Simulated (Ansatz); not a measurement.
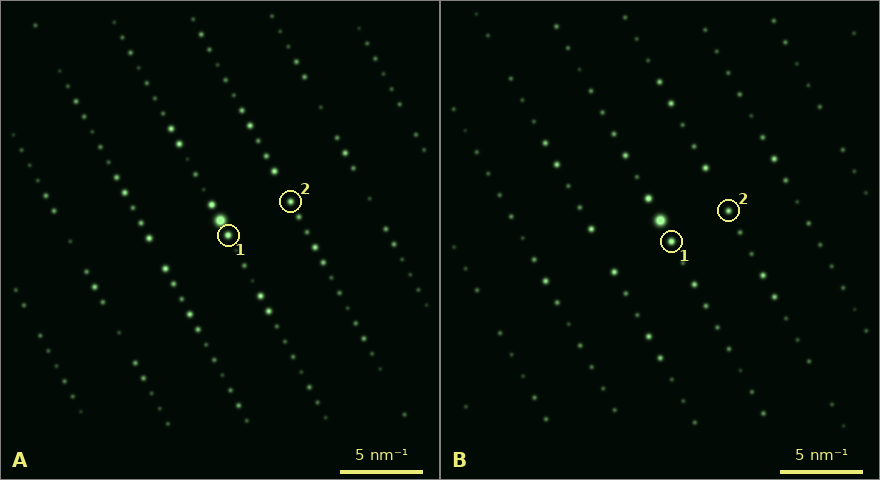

Kinematic electron diffraction patterns (200 kV, B = 0.5 Å², same scale) along [1-10] of the run's own cell, for the start and the end of one relaxation of OsBr with DFT PBE, scalar-relativistic, plane waves, PAW (Ansatz 0.2.0). k mesh 10×16×8. The start is a generated model structure, and the relaxation ends in the nearest stationary point of its symmetry, not necessarily the ground state. Spot 1 is 0 0 -1 and spot 2 is 1 1 -1 in both.

Start structure:

```
CELL_PARAMETERS angstrom
4.67615 0.00000 0.00000
0.00000 2.98394 0.00000
0.00000 0.00000 6.68489
ATOMIC_POSITIONS crystal
Os 0.75000 0.00000 0.55477
Os 0.25000 0.00000 0.44523
Br 0.75000 0.50000 0.22270
Br 0.25000 0.50000 0.77730
```

Question: Which pattern belongs to the start structure, and which to the relaxed one?

Answer: B is the start: its cell gives d(1) = 6.685 Å, d(2) = 2.354 Å and an angle of 69.4°. A is the relaxed structure, with d(1) = 9.451 Å (+41.4 %), d(2) = 2.230 Å (-5.3 %) and 76.4°.

Question: Name reflections whose intensity changes strongly on relaxation.

Answer: 2 2 -4 fades out of sight; 1 1 -9 comes into sight; 0 0 4 goes from 12 to 0.25 % of the strongest spot; 0 0 5 goes from 5.9 to 57 % of the strongest spot; 0 0 6 goes from 6.5 to 48 % of the strongest spot.

Question: What did the relaxation do to the structure and the energy?

Answer: The volume changed by +7.6 % to 25.09 Å³ an atom; with the mean shift removed, the atoms moved by up to 0.24 Å relative to the cell (Os most); the space group stayed Pmma (No. 51); the free energy fell by 690 meV an atom. Relaxed cell: a = 3.480 Å, b = 3.052 Å, c = 9.451 Å, α = 90.00°, β = 90.00°, γ = 90.00°.
